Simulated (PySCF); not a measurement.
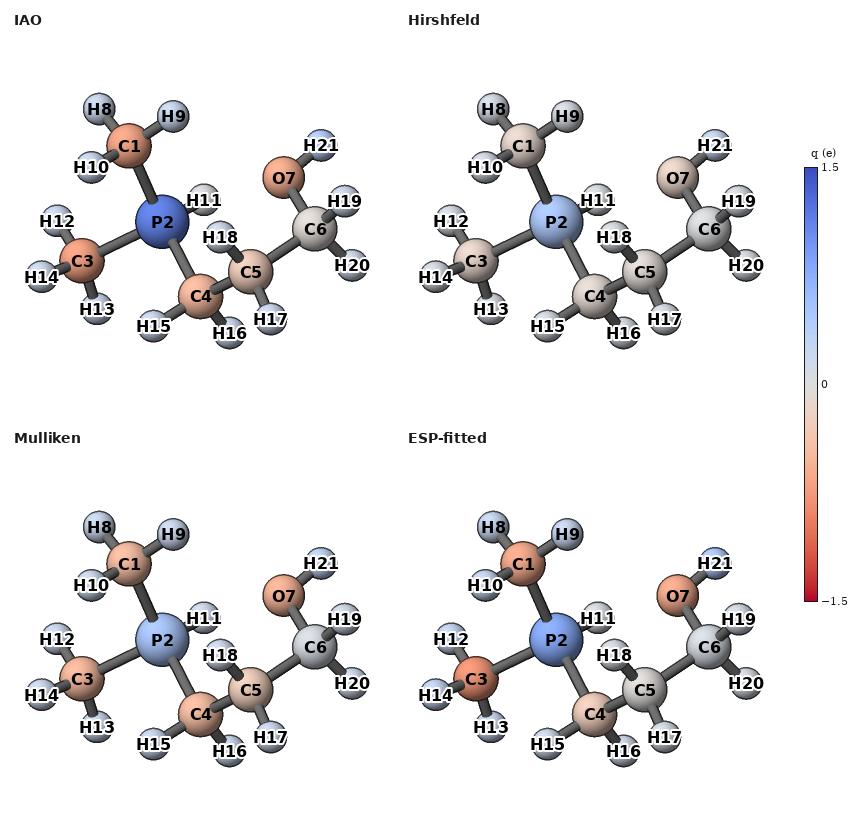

Atomic charges of one calculation by 4 schemes, on one colour scale. The species has charge +1 and is a spin singlet. The computed structure is the end point of a GFN2-xTB optimisation. No frequency run is at hand to confirm it as a minimum. Computed with PBE0/pcSseg-1 (PySCF 2.14.0).

Question: Which scheme gives the most polar picture (largest mean size of the charges)?

Answer: The IAO charges are the largest in size here, and the Hirshfeld charges the smallest.

Question: On which atom do the schemes disagree most?

Answer: On P2 (from 0.46 to 1.10 e).

List the charges (e), one line for each set of equivalent atoms.

```json
{"atom": "C1", "IAO": "−0.63", "Hirshfeld": "−0.13", "Mulliken": "−0.44", "ESP-fitted": "−0.61"}
{"atom": "P2", "IAO": "1.10", "Hirshfeld": "0.46", "Mulliken": "0.49", "ESP-fitted": "0.76"}
{"atom": "C3", "IAO": "−0.66", "Hirshfeld": "−0.14", "Mulliken": "−0.48", "ESP-fitted": "−0.75"}
{"atom": "C4", "IAO": "−0.46", "Hirshfeld": "−0.08", "Mulliken": "−0.44", "ESP-fitted": "−0.26"}
{"atom": "C5", "IAO": "−0.26", "Hirshfeld": "−0.06", "Mulliken": "−0.26", "ESP-fitted": "−0.03"}
{"atom": "C6", "IAO": "−0.06", "Hirshfeld": "0.02", "Mulliken": "0.07", "ESP-fitted": "0.07"}
{"atom": "O7", "IAO": "−0.57", "Hirshfeld": "−0.16", "Mulliken": "−0.52", "ESP-fitted": "−0.59"}
{"atom": "H8", "IAO": "0.19", "Hirshfeld": "0.08", "Mulliken": "0.19", "ESP-fitted": "0.21"}
{"atom": "H9", "IAO": "0.20", "Hirshfeld": "0.07", "Mulliken": "0.20", "ESP-fitted": "0.22"}
{"atom": "H10", "IAO": "0.19", "Hirshfeld": "0.08", "Mulliken": "0.19", "ESP-fitted": "0.22"}
{"atom": "H11", "IAO": "0.03", "Hirshfeld": "0.04", "Mulliken": "0.15", "ESP-fitted": "0.05"}
{"atom": "H12", "IAO": "0.19", "Hirshfeld": "0.08", "Mulliken": "0.19", "ESP-fitted": "0.24"}
{"atom": "H13", "IAO": "0.19", "Hirshfeld": "0.08", "Mulliken": "0.19", "ESP-fitted": "0.22"}
{"atom": "H14", "IAO": "0.18", "Hirshfeld": "0.07", "Mulliken": "0.18", "ESP-fitted": "0.24"}
{"atom": "H15", "IAO": "0.18", "Hirshfeld": "0.07", "Mulliken": "0.20", "ESP-fitted": "0.14"}
{"atom": "H16", "IAO": "0.18", "Hirshfeld": "0.07", "Mulliken": "0.20", "ESP-fitted": "0.14"}
{"atom": "H17", "IAO": "0.18", "Hirshfeld": "0.07", "Mulliken": "0.18", "ESP-fitted": "0.09"}
{"atom": "H18", "IAO": "0.15", "Hirshfeld": "0.05", "Mulliken": "0.15", "ESP-fitted": "0.07"}
{"atom": "H19", "IAO": "0.16", "Hirshfeld": "0.06", "Mulliken": "0.15", "ESP-fitted": "0.08"}
{"atom": "H20", "IAO": "0.14", "Hirshfeld": "0.05", "Mulliken": "0.14", "ESP-fitted": "0.07"}
{"atom": "H21", "IAO": "0.38", "Hirshfeld": "0.20", "Mulliken": "0.27", "ESP-fitted": "0.43"}
```

The geometry is semi-empirical. Around P such bond lengths and angles can be off by a tenth of an ångström or more and by several degrees, and values that hang on the shape move with them.
